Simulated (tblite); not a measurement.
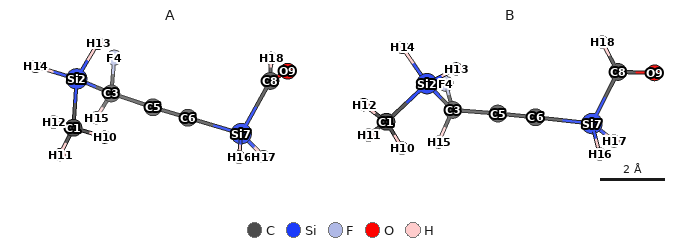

Two geometries of C5H9FOSi2, drawn at one scale. One is the start of a relaxation, the other its converged end. The picture is a ball-and-stick view, seen at a tilt.

These are results of GFN2-xTB geometry optimisation, gas phase in tblite 0.8.0, not measurements. 

### Which geometry has the lower energy?

Structure A is the relaxed one. The atom that moves furthest after the best rigid fit is H10 (1.39 Å). By element the largest moves are H 1.39 Å, O 1.10 Å, C 0.90 Å, F 0.87 Å, Si 0.50 Å. Among the contacts that change: Si2–C3 1.844 → 1.942 Å, Si7–C8 1.852 → 1.922 Å, C8–H18 1.077 → 1.113 Å, C8–O9 1.238 → 1.204 Å. Among the angles between lasting bonds that change: C3–Si2–H13 114.9° → 107.0°, H16–Si7–H17 106.0° → 113.4°, C1–Si2–H14 105.2° → 112.5°. Groups turn about Si2–C3 by about 60°, Si7–C8 by about 40°. The energy falls by 11.4 kcal/mol in 223 geometry steps. Cost: 1.7 s on 1 thread of Arm Neoverse V2, on a shared host.
